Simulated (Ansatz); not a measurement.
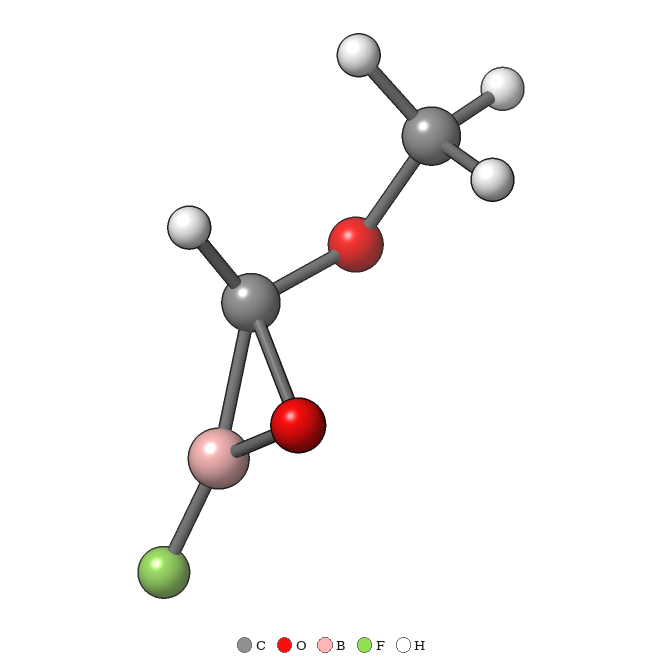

The computed structure is the end point of a PBE0-D4/def2-TZVP optimisation. No frequency run is at hand to confirm it as a minimum.

> Count the atoms of each element.

C2H4BFO2, 10 atoms: 2 carbon, 4 hydrogen, 1 boron, 1 fluorine and 2 oxygen.

> Describe its rings.

Independent rings (smallest set): 1 of 3 members.

> Write the SMILES.

CO[C@@H]1OB1F

> How many bonds of each kind are drawn?

4 C–H, 3 C–O, 1 B–O, 1 B–F, 1 C–B.

More results for the same structure follow; atom numbers are the same in all pictures, views and colours differ.

## Symmetry

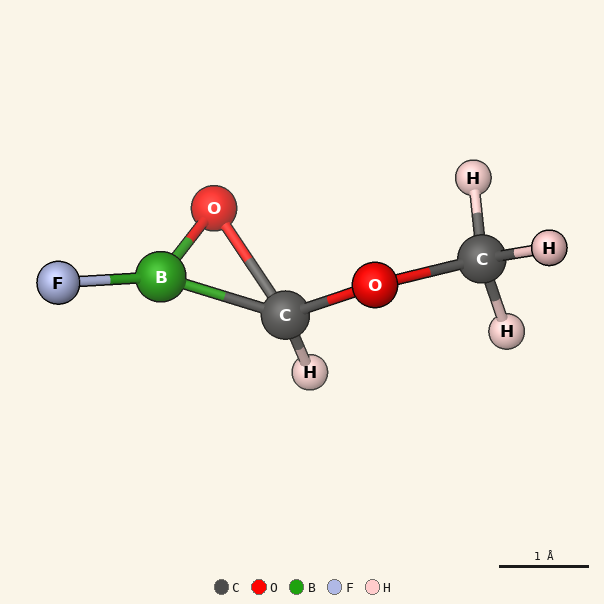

Depth is shown by fading: the farther an atom, the more it takes the colour of the background. No frequency run is at hand to confirm it as a minimum. Masses are those of the most abundant isotopes; constants are for the rigid equilibrium geometry.

> What kind of rotor is it, and what are its rotational constants in GHz?

An asymmetric top (C1): A = 12.2, B = 1.96, C = 1.80 GHz. Ray's parameter κ is −0.97, close to the prolate limit.

## Levels of theory compared

No frequency run is at hand to confirm it as a minimum. Program: Ansatz 0.2.0.

Tabulate HOMO energy (eV) at these levels: B3LYP-D4/def2-TZVPP; PBE-D4/def2-TZVPP; PBE0-D4/def2-TZVPP; r2SCAN-D4/def2-TZVPP; ωB97M-V/def2-TZVPP; ωB97X-V/def2-TZVPP.

```
               level  HOMO energy (eV)
 B3LYP-D4/def2-TZVPP             −7.93
   PBE-D4/def2-TZVPP             −6.70
  PBE0-D4/def2-TZVPP             −8.14
r2SCAN-D4/def2-TZVPP             −6.96
  ωB97M-V/def2-TZVPP            −10.45
  ωB97X-V/def2-TZVPP            −10.53
```

## Charges

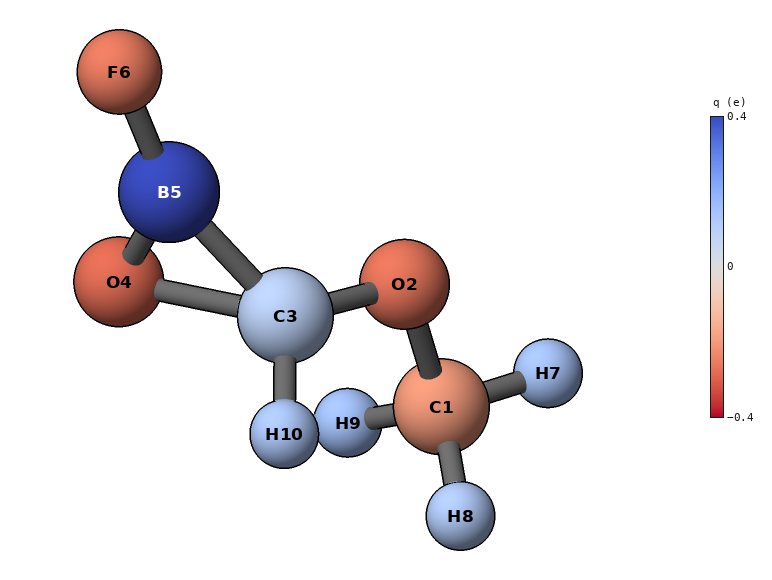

Atoms are coloured by their Mulliken charges. No frequency run is at hand to confirm it as a minimum. Method: RKS ωB97M-V/def2-TZVPP (Ansatz 0.2.0).

Give the Mulliken charges atom by atom.

```csv
atom,value (e)
C1,−0.20
O2,−0.26
C3,0.09
O4,−0.28
B5,0.40
F6,−0.25
H7,0.13
H8,0.11
H9,0.14
H10,0.12
```

## Dipole moment

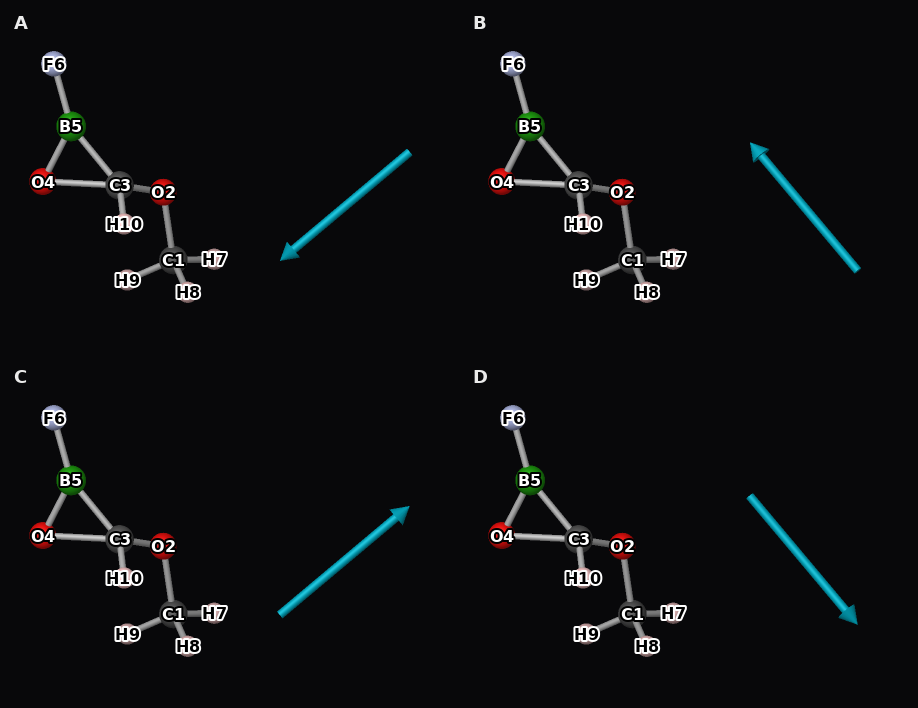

The same molecule four times, each with an arrow. No frequency run is at hand to confirm it as a minimum. Level of theory: RKS ωB97M-V/def2-TZVPP (Ansatz 0.2.0).

> Which arrow points along the dipole moment, from the negative to the positive end?

D. The dipole moment is 2.49 D; it points from the side of F6 to the side of H8 (the outermost atoms at the two ends).

Mulliken values depend strongly on the basis set and can even reverse the polarity of a bond.
